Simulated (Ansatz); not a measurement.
# Cl$_{2}$GaH$_{2}$N: what the fields show

```xyz
6

Ga    0.0000    0.0000    0.0493
N     0.0000    0.0000    1.8372
H    -0.8454   -0.0468    2.3940
H     0.8454    0.0468    2.3940
Cl    1.8369    0.1001   -1.0322
Cl   -1.8369   -0.1001   -1.0322
```

Theory: RKS r2SCAN/def2-SVP in Ansatz 0.2.0.

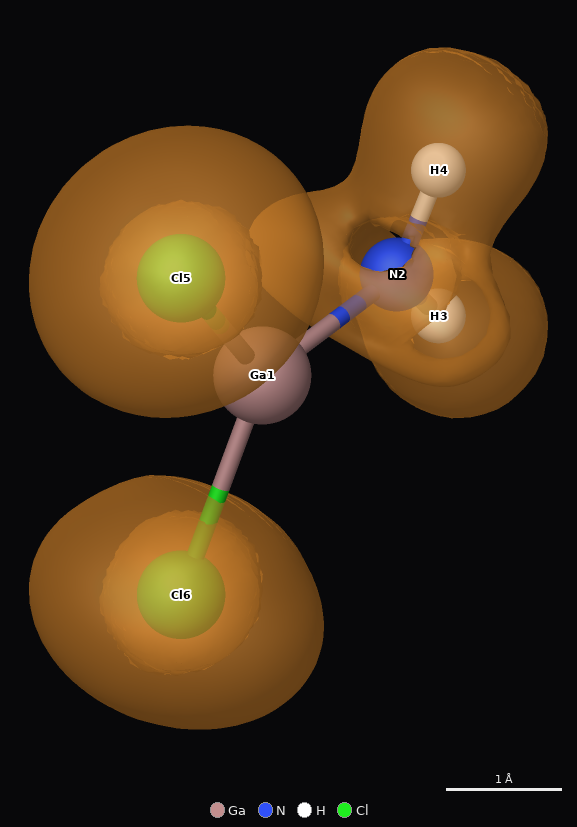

Figure 1. Isosurface of the ELF at 0.75 (orange), seen at an oblique angle. Core shells and regions of very low density are left out.

**Describe the localisation domains.**

The surface consists of two regions wrapped around Cl (the valence shell of each) and one joined region spread over several atoms (H, N), in which their bonds and any lone pairs are merged.


Ga–N (1.79 Å): the ELF peaks at about 0.85 in the valence shell of N, 0.7 Å from its nucleus, and is about 0.25 at the midpoint. Ga–Cl (2.13 Å): the ELF peaks at about 0.85 in the valence shell of Cl, 0.8 Å from its nucleus, and is about 0.55 at the midpoint.

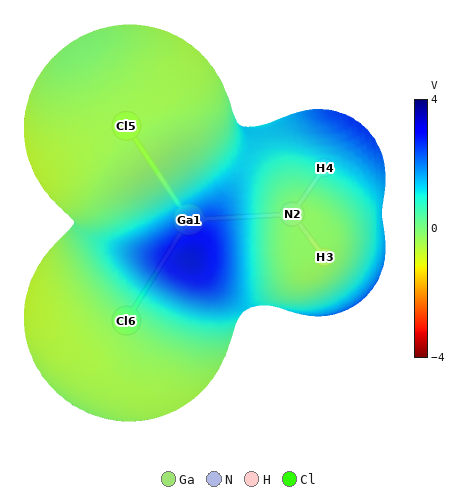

Figure 2. The electrostatic potential painted on the density surface at 0.004 e/bohr³, seen at a tilt; red is negative and blue positive.

**Which sites attract a positive test charge, and which a negative one?**

A positive charge is drawn to the negative regions and a negative charge to the positive ones. The most negative region (about −0.7 V, or −16 kcal/mol for a unit charge) lies over Cl5 and Cl6, the most positive (about +3.3 V, or +76 kcal/mol for a unit charge) over Ga1.

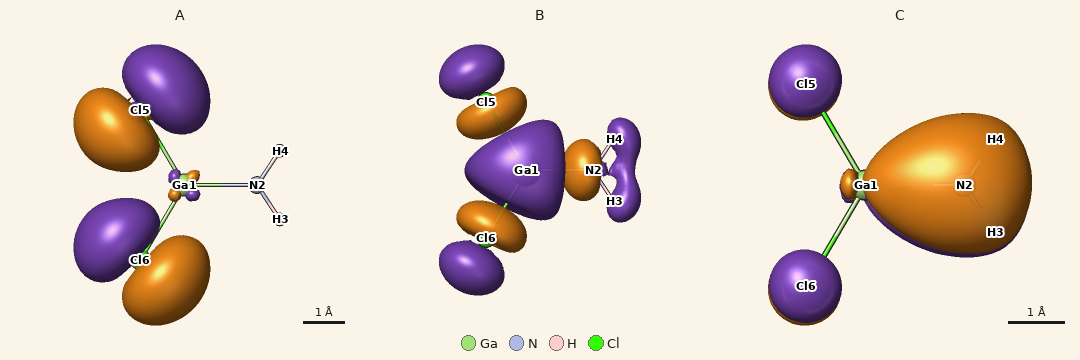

Figure 3. Three frontier orbitals at ±0.08 Å⁻³ᐟ² (orange and purple are the two phases), in no order.

**Order the three orbitals by energy and name them.**

A is the HOMO−1 (−7.86 eV). By Hirshfeld shares it lies mainly on Cl5 (about 45 %) and Cl6 (about 45 %); it is symmetric in the molecular plane (an in-plane orbital: σ, lone-pair or in-plane π type); largely a combination of lone pairs on Cl5 and Cl6. C is the HOMO (−6.78 eV). Its weight (Hirshfeld) is mainly on N2 (about 70 %) and Ga1 (about 10 %); it changes sign across the molecular plane (π type). B is the LUMO (−1.49 eV). Its weight (Hirshfeld) is mainly on Ga1 (about 45 %), Cl5 (about 20 %), Cl6 (about 20 %) and N2 (about 10 %); it is symmetric in the molecular plane (an in-plane orbital: σ, lone-pair or in-plane π type).

**What is the HOMO–LUMO gap?**

5.29 eV between the orbital energies.

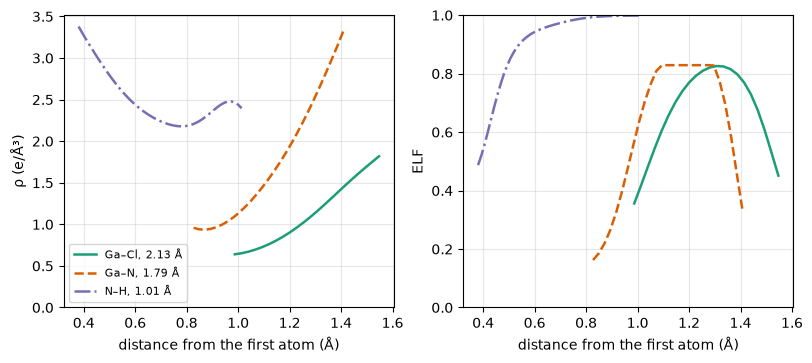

Figure 4. Total electron density and electron localisation function along straight lines between neighbouring atoms. The curves leave out the atomic cores.

**What can be read from the curves?**

Ga–Cl (2.13 Å): the density is about 0.7 e/Å³ at the midpoint; the ELF peaks at about 0.85 in the valence shell of Cl, 0.8 Å from its nucleus, and is about 0.55 at the midpoint.
Ga–N (1.79 Å): the density is about 0.95 e/Å³ at the midpoint; the ELF peaks at about 0.85 in the valence shell of N, 0.7 Å from its nucleus, and is about 0.25 at the midpoint.
N–H (1.01 Å): ρ is about 2.8 e/Å³ halfway; the ELF climbs to about 1 towards the hydrogen, as it does in any bond to H (a covalent bond by its length).
